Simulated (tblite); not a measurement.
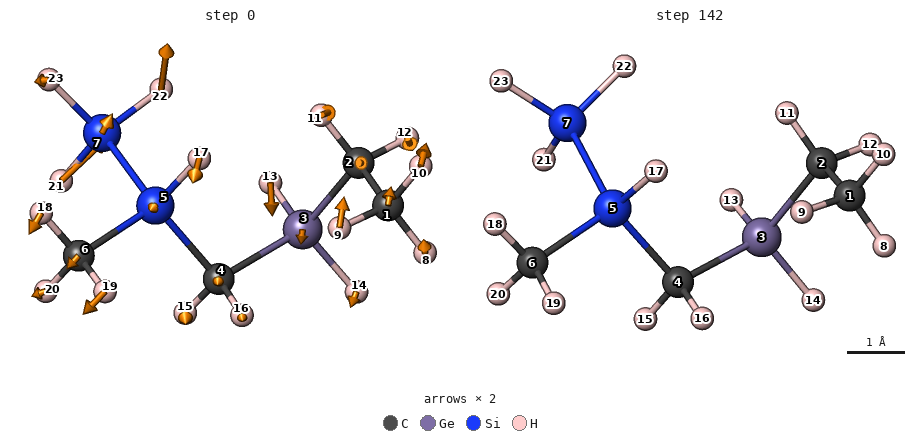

The structure of C4H16GeSi2 before (left) and after (right) a relaxation, at one scale. The orange arrows give the displacements, magnified 2 times.

A ball-and-stick model, seen from a free direction.

Method: GFN2-xTB geometry optimisation, gas phase (tblite 0.8.0). 

### Describe what moved and what it gained.

The energy falls by 7.31 kcal/mol in 142 geometry steps. The largest moves after the best rigid fit, 0.58 Å, are those of H21 and H22. Largest moves by element: H 0.58 Å, Si 0.21 Å, C 0.18 Å, Ge 0.14 Å. Near-neighbour distances that change, for instance: Si5–Si7 2.229 → 2.319 Å, Ge3–H13 1.563 → 1.510 Å, C2–Ge3 1.931 → 1.981 Å, Ge3–H14 1.552 → 1.516 Å. Bond angles that change, for instance: H15–C4–H16 110.6° → 106.5°, H13–Ge3–H14 109.0° → 105.1°, Ge3–C4–Si5 110.1° → 113.6°.
